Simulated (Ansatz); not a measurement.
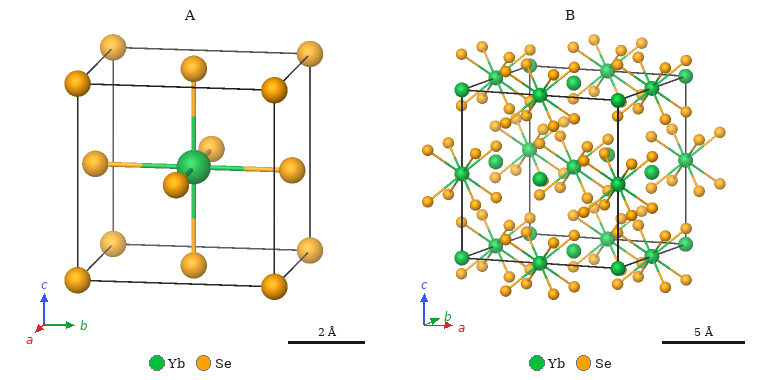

Two structures of YbSe4, each relaxed to rest (conventional cells in solid outline, small ones repeated, not to one scale). Method: DFT PBE, scalar-relativistic, plane waves, PAW in Ansatz 0.2.0, without spin polarisation (spin-restricted runs, not always the ground states).

> Describe A and B.

A: 5 atoms a cell on a primitive cubic lattice, Pm-3m. B: 40 atoms a cell on a face-centred cubic lattice, Fm-3m.

> Which has the lower energy, and by how much?

B is lower, by 101 meV/atom at this level of theory (energies at zero smearing). Volumes: A 30.3, B 28.5 Å³/atom.

One or both may be structure types tried for this composition rather than known phases.
